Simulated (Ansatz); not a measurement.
# Nudged elastic band of CH₆BNSi

- system: CH₆BNSi
- method: UKS B3LYP-D4/cc-pVDZ (Ansatz 0.2.0)

It belongs to a series of runs on one base structure; here: band between the two ends. Figures and captions count atoms from 1; the log counts them from 0 in places.

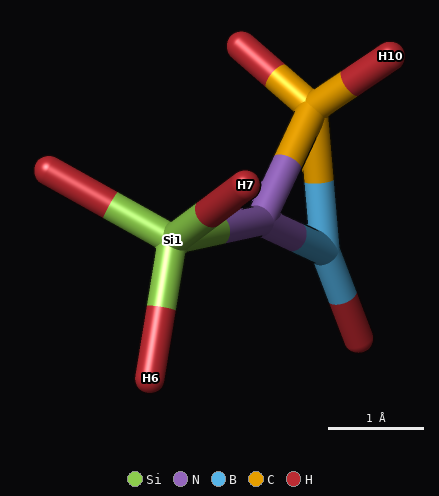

**Figure 1.** The starting structure (stick view, seen at a tilt; atoms are numbered from 1 in the order of the input). Bond lengths as drawn: B–C 1.55 Å, B–H 1.19 Å, B–N 1.37 Å, C–H 1.10 Å, C–N 1.51 Å, H–Si 1.49 to 1.50 Å and N–Si 1.75 Å.

Key numbers

| quantity | value |
| --- | --- |
| outcome | converged |
| barrier, forward | 3.297 eV |
| barrier, backward | 2.551 eV |
| hardware | 2 threads of Intel Xeon (Sapphire Rapids), 16 GiB of memory available, shared host |
| wall time | 3.1 min (CPU time 5.9 min) |
| peak memory | 0.27 GiB |

Remarks

The order of the saddle point was not checked.

Input file
```yaml
crystal:
  periodic: [false, false, false]
  atoms:
    - { symbol: Si, position_ang: [0.305833, 1.489903, 0.418242] }
    - { symbol: "N", position_ang: [-0.177605, -0.177834, 0.183776] }
    - { symbol: B, position_ang: [-0.783196, -1.382117, 0.405867] }
    - { symbol: C, position_ang: [0.101353, -1.238133, -0.861422] }
    - { symbol: H, position_ang: [-0.136306, 2.306998, -0.754182] }
    - { symbol: H, position_ang: [-0.329474, 1.994936, 1.671608] }
    - { symbol: H, position_ang: [1.796011, 1.568138, 0.523329] }
    - { symbol: H, position_ang: [-1.497632, -1.957724, 1.162551] }
    - { symbol: H, position_ang: [-0.331332, -1.047824, -1.853241] }
    - { symbol: H, position_ang: [1.135549, -1.607642, -0.893728] }
magnetization:
  spin_polarized: true
basis:
  gaussian: { orbitals: cc-pVDZ }
hamiltonian:
  xc: b3lyp
  dispersion: d4
neb:
  order_check: false
  images: 5
  f_tol: 0.05
  max_iterations: 60
  final_atoms:
    - { symbol: Si, position_ang: [0.99118036, 1.41182592, 0.63493714] }
    - { symbol: "N", position_ang: [-0.21231408, 0.52305623, -0.51045835] }
    - { symbol: B, position_ang: [-0.19005331, -0.61992763, 0.56889749] }
    - { symbol: C, position_ang: [0.26672737, -0.830934, -0.91690638] }
    - { symbol: H, position_ang: [-1.11973606, 0.84347175, -0.83656519] }
    - { symbol: H, position_ang: [-0.1579509, 2.060558, 1.43077953] }
    - { symbol: H, position_ang: [0.78047048, -0.28586015, 1.34854621] }
    - { symbol: H, position_ang: [-1.18392895, -0.98385436, 1.12771799] }
    - { symbol: H, position_ang: [-0.40807988, -1.3349326, -1.61436228] }
    - { symbol: H, position_ang: [1.31688597, -0.83470216, -1.22978615] }
  initial_path:
    images:
      - { positions_ang: [[0.305833, 1.489903, 0.418242], [-0.177605, -0.177834, 0.183776], [-0.783196, -1.382117, 0.405867], [0.101353, -1.238133, -0.861422], [-0.136306, 2.306998, -0.754182], [-0.329474, 1.994936, 1.671608], [1.796011, 1.568138, 0.523329], [-1.497632, -1.957724, 1.162551], [-0.331332, -1.047824, -1.853241], [1.135549, -1.607642, -0.893728]] }
      - { positions_ang: [[0.36873204, 1.447364, 0.42000743], [-0.33753316, -0.04417398, -0.00278043], [-0.72885278, -1.28274397, 0.42746373], [0.11192074, -1.11987243, -0.88009708], [-0.16517621, 2.01511398, -0.730225], [-0.3123686, 2.04781061, 1.60032428], [1.74623562, 1.29434785, 0.68863023], [-1.36174941, -1.91319795, 1.1817779], [-0.38486113, -1.15200423, -1.80372023], [1.14685388, -1.34394289, -0.89858082]] }
      - { positions_ang: [[0.43163108, 1.40482501, 0.42177286], [-0.49746131, 0.08948604, -0.18933687], [-0.67450955, -1.18337094, 0.44906046], [0.12248848, -1.00161186, -0.89877217], [-0.19404642, 1.72322997, -0.706268], [-0.2952632, 2.10068522, 1.52904057], [1.69646025, 1.0205577, 0.85393146], [-1.22586682, -1.8686719, 1.2010048], [-0.43839026, -1.25618446, -1.75419947], [1.15815876, -1.08024377, -0.90343365]] }
      - { positions_ang: [[0.49453012, 1.36228601, 0.42353829], [-0.65738947, 0.22314605, -0.3758933], [-0.62016633, -1.08399791, 0.47065719], [0.13305622, -0.88335129, -0.91744725], [-0.22291663, 1.43134595, -0.68231101], [-0.2781578, 2.15355983, 1.45775685], [1.64668487, 0.74676756, 1.01923269], [-1.08998423, -1.82414586, 1.22023171], [-0.4919194, -1.36036469, -1.7046787], [1.16946364, -0.81654466, -0.90828647]] }
      - { positions_ang: [[0.6600802, 1.37879931, 0.49400458], [-0.50903101, 0.32311611, -0.42074832], [-0.47679532, -0.92930782, 0.50340395], [0.17761327, -0.86587886, -0.91726696], [-0.52185644, 1.23538789, -0.73372907], [-0.23808883, 2.12255922, 1.44876441], [1.35794674, 0.40255832, 1.12900386], [-1.12129914, -1.54404869, 1.1893938], [-0.46397289, -1.35188733, -1.67457323], [1.21860442, -0.82259716, -1.01545303]] }
      - { positions_ang: [[0.82563028, 1.39531261, 0.56447086], [-0.36067254, 0.42308617, -0.46560334], [-0.33342432, -0.77461772, 0.53615072], [0.22217032, -0.84840643, -0.91708667], [-0.82079625, 1.03942982, -0.78514713], [-0.19801987, 2.09155861, 1.43977197], [1.06920861, 0.05834909, 1.23877504], [-1.15261405, -1.26395152, 1.15855589], [-0.43602639, -1.34340996, -1.64446776], [1.2677452, -0.82864966, -1.12261959]] }
      - { positions_ang: [[0.99118036, 1.41182592, 0.63493714], [-0.21231408, 0.52305623, -0.51045835], [-0.19005331, -0.61992763, 0.56889749], [0.26672737, -0.830934, -0.91690638], [-1.11973606, 0.84347175, -0.83656519], [-0.1579509, 2.060558, 1.43077953], [0.78047048, -0.28586015, 1.34854621], [-1.18392895, -0.98385436, 1.12771799], [-0.40807988, -1.3349326, -1.61436228], [1.31688597, -0.83470216, -1.22978615]] }
```

Launch command:
```bash
ansatz run input.yaml --threads 2 --pin off --max-ram 3072MiB --backend cpu --events-out ev --progress --plain --runs-dir out
```

Log
```
Engine: ansatz 0.2.0, x86_64-unknown-linux-gnu
Functional definition: B3LYP
  parameter a0 = 0.2
  parameter ax = 0.72
  parameter ac = 0.81
  exchange = (1 - a0 - ax)*slater_x + ax*b88_x + a0*exact_x
  correlation = (1 - ac)*vwn_rpa_c + ac*lyp_c
975 factors; integrals over basis functions are off by at most 4.1e-4 eV
mean field evaluation 1: about -11172.8873 eV, gradient 3.6e1 eV
mean field evaluation 2: about -11161.6608 eV, gradient 6.0e1 eV
mean field evaluation 4: about -11178.8683 eV, gradient 4.0e0 eV
mean field evaluation 8: about -11178.9839 eV, gradient 4.0e-2 eV
mean field -11178.98392079 eV, -410.8200817015 hartree, gradient 6.9e-5 eV, S^2 0.000000; 0 other end points of the search recorded, 0 dependent functions left out
the calculation of the forces begins
reference -11178.98419171 eV, -410.8200916578 hartree; 19, 19 occupied and 71, 71 virtual orbitals, 975 factors
975 factors; integrals over basis functions are off by at most 9.3e-4 eV
mean field evaluation 16: about -11172.0334 eV, gradient 3.5e1 eV
mean field -11178.18658046 eV, -410.7907799848 hartree, gradient 6.4e-5 eV, S^2 0.000000; 0 other end points of the search recorded, 0 dependent functions left out
[... from here on the field's lines of each further geometry are left out, up to the last ...]
NEB iter   1: max|band force component| = 1.135e1 eV/Å  barrier→ = 5.1596 eV  barrier← = 4.4144 eV  Δτ_max = 0.2000 Å  (213 SCF iters)
NEB iter   2: max|band force component| = 3.157e0 eV/Å  barrier→ = 3.8082 eV  barrier← = 3.0630 eV  Δτ_max = 0.1998 Å  (157 SCF iters)
NEB iter   3: max|band force component| = 1.409e0 eV/Å  barrier→ = 3.1819 eV  barrier← = 2.4367 eV  Δτ_max = 0.1742 Å  (154 SCF iters)
NEB iter   4: max|band force component| = 5.380e-1 eV/Å  barrier→ = 2.9081 eV  barrier← = 2.1629 eV  Δτ_max = 0.0802 Å  (157 SCF iters)
NEB iter   5: max|band force component| = 1.787e0 eV/Å  barrier→ = 2.8279 eV  barrier← = 2.0828 eV  CI = image 3  Δτ_max = 0.1973 Å  (160 SCF iters)
NEB iter   6: max|band force component| = 7.724e-1 eV/Å  barrier→ = 3.3326 eV  barrier← = 2.5875 eV  CI = image 3  Δτ_max = 0.1254 Å  (157 SCF iters)
NEB iter   7: max|band force component| = 3.355e-1 eV/Å  barrier→ = 3.3381 eV  barrier← = 2.5929 eV  CI = image 3  Δτ_max = 0.0447 Å  (161 SCF iters)
NEB iter   8: max|band force component| = 2.604e-1 eV/Å  barrier→ = 3.3217 eV  barrier← = 2.5766 eV  CI = image 3  Δτ_max = 0.0950 Å  (154 SCF iters)
NEB iter   9: max|band force component| = 1.401e-1 eV/Å  barrier→ = 3.3054 eV  barrier← = 2.5603 eV  CI = image 3  Δτ_max = 0.0396 Å  (159 SCF iters)
NEB iter  10: max|band force component| = 1.179e-1 eV/Å  barrier→ = 3.3015 eV  barrier← = 2.5563 eV  CI = image 3  Δτ_max = 0.0552 Å  (162 SCF iters)
NEB iter  11: max|band force component| = 1.002e-1 eV/Å  barrier→ = 3.2993 eV  barrier← = 2.5542 eV  CI = image 3  Δτ_max = 0.0224 Å  (160 SCF iters)
NEB iter  12: max|band force component| = 1.061e-1 eV/Å  barrier→ = 3.2986 eV  barrier← = 2.5534 eV  CI = image 3  Δτ_max = 0.0112 Å  (136 SCF iters)
NEB iter  13: max|band force component| = 4.657e-2 eV/Å  barrier→ = 3.2980 eV  barrier← = 2.5529 eV  CI = image 3  Δτ_max = 0.0225 Å  (132 SCF iters)
NEB iter  14: max|band force component| = 7.158e-2 eV/Å  barrier→ = 3.2975 eV  barrier← = 2.5523 eV  CI = image 3  Δτ_max = 0.0112 Å  (34 SCF iters)
NEB iter  15: max|band force component| = 3.721e-2 eV/Å  barrier→ = 3.2972 eV  barrier← = 2.5520 eV  CI = image 3  Δτ_max = 0.0112 Å  (130 SCF iters)
NEB iter  16: max|band force component| = 5.352e-2 eV/Å  barrier→ = 3.2970 eV  barrier← = 2.5518 eV  CI = image 3  Δτ_max = 0.0225 Å  (28 SCF iters)
NEB iter  17: max|band force component| = 5.272e-2 eV/Å  barrier→ = 3.2968 eV  barrier← = 2.5516 eV  CI = image 3  Δτ_max = 0.0225 Å  (147 SCF iters)
the calculation of the forces begins
reference -11177.60028770 eV, -410.7692341232 hartree; 19, 19 occupied and 71, 71 virtual orbitals, 975 factors
977 factors; integrals over basis functions are off by at most 1.1e-3 eV
mean field evaluation 704: about -11175.0648 eV, gradient 1.0e1 eV
mean field -11175.66463486 eV, -410.6981001934 hartree, gradient 1.3e-5 eV, S^2 0.000000; 1 other end points of the search recorded, 0 dependent functions left out
the calculation of the forces begins
reference -11175.66487850 eV, -410.6981091471 hartree; 19, 19 occupied and 71, 71 virtual orbitals, 977 factors
NEB iter  18: max|band force component| = 4.047e-2 eV/Å  barrier→ = 3.2967 eV  barrier← = 2.5515 eV  CI = image 3  Δτ_max = 0.0000 Å  (285 SCF iters)
```

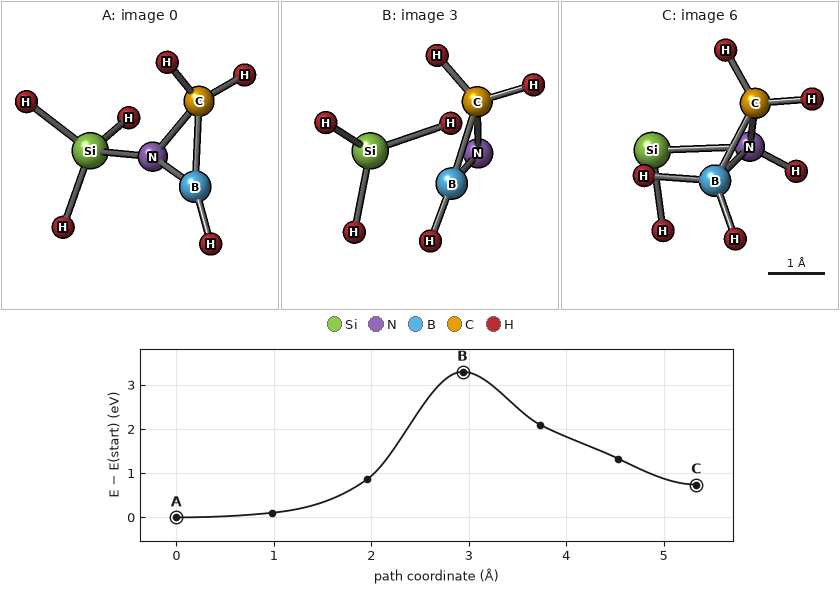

**Figure 2.** Images of the last band (counted from 0; ball-and-stick, seen at a tilt) above the energy along the path; the line is a cubic interpolation that uses the forces. The highest image is number 3, 3.297 eV above the start and 2.552 eV above the end (the climbing image); the end lies 0.745 eV above the start. The path is 5.33 Å long. The band converged in 18 iterations.

```
Total energy: -11175.98262986 eV, -410.7097862943 hartree
Atom 0 at     0.466129     1.485254     0.579676 Å, force     0.001773    -0.000350    -0.000457 eV/Å
Atom 1 at    -0.758682     0.172121    -0.539532 Å, force    -0.000539    -0.001160    -0.002700 eV/Å
Atom 2 at    -0.592942    -0.871686     0.395069 Å, force     0.003106    -0.001763     0.002326 eV/Å
Atom 3 at     0.120261    -1.010556    -0.964409 Å, force    -0.010415     0.006235     0.003438 eV/Å
Atom 4 at    -0.254162     1.457458    -0.818324 Å, force     0.000909    -0.003384    -0.000698 eV/Å
Atom 5 at    -0.388701     1.731913     1.785762 Å, force    -0.000484    -0.000461    -0.000520 eV/Å
Atom 6 at     1.581450     0.557831     0.971385 Å, force    -0.000400    -0.000200     0.000895 eV/Å
Atom 7 at    -0.971066    -1.193676     1.475481 Å, force     0.000361     0.000173    -0.001291 eV/Å
Atom 8 at    -0.315724    -1.559460    -1.806684 Å, force     0.002204     0.000171    -0.000441 eV/Å
Atom 9 at     1.196637    -0.820499    -1.075625 Å, force     0.003485     0.000737    -0.000552 eV/Å
Dipole moment:     0.140345     0.050872     0.035088 e Å
this run last wrote the band of iteration 18 to [file]; this run last wrote the band within `neb.f_tol` of iteration 15 to [file]
```

The last band as extended XYZ (Å, eV, eV/Å)
```
10
Properties=species:S:1:pos:R:3:forces:R:3 image=0 energy=-11179.27908
Si    0.3058    1.4899    0.4182   -0.0010  -0.0022  -0.0003
N    -0.1776   -0.1778    0.1838    0.0029   0.0054  -0.0051
B    -0.7832   -1.3821    0.4059    0.0047  -0.0024  -0.0015
C     0.1014   -1.2381   -0.8614   -0.0060  -0.0071   0.0045
H    -0.1363    2.3070   -0.7542    0.0000  -0.0003   0.0007
H    -0.3295    1.9949    1.6716    0.0005  -0.0002  -0.0003
H     1.7960    1.5681    0.5233   -0.0008  -0.0003  -0.0004
H    -1.4976   -1.9577    1.1626   -0.0007   0.0002  -0.0012
H    -0.3313   -1.0478   -1.8532    0.0027   0.0038   0.0026
H     1.1355   -1.6076   -0.8937   -0.0023   0.0032   0.0011
10
Properties=species:S:1:pos:R:3:forces:R:3 image=1 energy=-11179.17504
Si    0.2543    1.4495    0.3990    0.0038   0.0302  -0.0106
N    -0.4954   -0.0620   -0.0717    0.0742  -0.0333   0.0670
B    -0.7162   -1.3210    0.4276   -0.0187  -0.0399  -0.0107
C     0.0485   -1.2002   -0.9139   -0.0094  -0.0207   0.0052
H     0.1906    2.4150   -0.7357    0.0151   0.0823   0.0135
H    -0.4572    1.9683    1.6048   -0.0096   0.0462  -0.0282
H     1.6841    1.1563    0.7386    0.0344   0.1144  -0.0331
H    -1.1398   -1.8592    1.3972   -0.0560  -0.1269  -0.0118
H    -0.4310   -1.3209   -1.8923   -0.0259   0.0514  -0.0120
H     1.1451   -1.2771   -0.9507   -0.0080  -0.1037   0.0207
10
Properties=species:S:1:pos:R:3:forces:R:3 image=2 energy=-11178.41552
Si    0.2335    1.3207    0.4434   -0.4628  -0.3253  -0.2978
N    -0.7377    0.0359   -0.3155    0.0679  -0.2850   0.4418
B    -0.6492   -1.1276    0.4172   -0.1326  -0.5093   0.0758
C     0.0859   -1.0936   -0.9416   -0.0817  -0.1549   0.0492
H     0.1428    2.1035   -0.7894    0.7980   1.2720   0.0439
H    -0.4229    1.8166    1.6931   -0.0577   0.1912  -0.2057
H     1.5686    0.7406    0.8512   -0.0349   0.3644  -0.2369
H    -0.9538   -1.4242    1.5237    0.0477  -0.4372   0.1031
H    -0.3528   -1.5120   -1.8514   -0.0817   0.0759  -0.0732
H     1.1688   -0.9112   -1.0280   -0.0620  -0.1918   0.0998
10
Properties=species:S:1:pos:R:3:forces:R:3 image=3 energy=-11175.98239
Si    0.4661    1.4853    0.5797    0.0018  -0.0003  -0.0005
N    -0.7587    0.1721   -0.5395   -0.0005  -0.0012  -0.0027
B    -0.5929   -0.8717    0.3951    0.0031  -0.0018   0.0023
C     0.1203   -1.0106   -0.9644   -0.0104   0.0062   0.0034
H    -0.2542    1.4575   -0.8183    0.0009  -0.0034  -0.0007
H    -0.3887    1.7319    1.7858   -0.0005  -0.0005  -0.0005
H     1.5815    0.5578    0.9714   -0.0004  -0.0002   0.0009
H    -0.9711   -1.1937    1.4755    0.0004   0.0002  -0.0013
H    -0.3157   -1.5595   -1.8067    0.0022   0.0002  -0.0004
H     1.1966   -0.8205   -1.0756    0.0035   0.0007  -0.0006
10
Properties=species:S:1:pos:R:3:forces:R:3 image=4 energy=-11177.18304
Si    0.7133    1.5781    0.6416    0.3787   0.1634   0.1060
N    -0.4999    0.3333   -0.5211    0.4158   0.2784   0.0694
B    -0.5925   -0.7462    0.3947    0.0777   0.1605  -0.0150
C     0.1573   -0.9510   -0.9510    0.0753   0.1125   0.0177
H    -0.7231    1.1710   -1.0484   -0.9114  -0.4988  -0.3939
H    -0.3167    1.6502    1.7774    0.0960  -0.1582   0.0071
H     1.5439    0.3982    1.1271   -0.0854  -0.2249   0.2440
H    -1.0970   -1.1115    1.4033   -0.1135   0.0910  -0.0916
H    -0.3470   -1.4797   -1.7729   -0.0243   0.1346   0.0495
H     1.2450   -0.8937   -1.0479    0.0912  -0.0585   0.0066
10
Properties=species:S:1:pos:R:3:forces:R:3 image=5 energy=-11177.94923
Si    0.8672    1.4906    0.6537    0.1600  -0.0907   0.0167
N    -0.3194    0.4758   -0.5254    0.2302   0.1452   0.0024
B    -0.3511   -0.6071    0.4968    0.4055   0.1852   0.1546
C     0.2146   -0.8794   -0.9242    0.1168   0.1402   0.0360
H    -0.9768    1.0062   -1.0825   -0.4784  -0.2812  -0.0348
H    -0.2616    1.7445    1.6761    0.0346   0.1281  -0.1382
H     1.1313    0.0123    1.1851   -0.6101  -0.4951   0.0588
H    -1.1162   -0.9963    1.3259    0.0705   0.1007  -0.0931
H    -0.3938   -1.3997   -1.6768   -0.0259   0.1041   0.1465
H     1.2888   -0.8982   -1.1258    0.0968   0.0636  -0.1489
10
Properties=species:S:1:pos:R:3:forces:R:3 image=6 energy=-11178.53391
Si    0.9912    1.4118    0.6349    0.0000   0.0028   0.0039
N    -0.2123    0.5231   -0.5105   -0.0009   0.0112  -0.0167
B    -0.1901   -0.6199    0.5689   -0.0123  -0.0096   0.0060
C     0.2667   -0.8309   -0.9169    0.0036   0.0014   0.0012
H    -1.1197    0.8435   -0.8366    0.0024  -0.0019   0.0018
H    -0.1580    2.0606    1.4308   -0.0021   0.0001  -0.0026
H     0.7805   -0.2859    1.3485    0.0109  -0.0067   0.0039
H    -1.1839   -0.9839    1.1277    0.0009   0.0018   0.0010
H    -0.4081   -1.3349   -1.6144    0.0006  -0.0006   0.0031
H     1.3169   -0.8347   -1.2298   -0.0031   0.0015  -0.0016
```
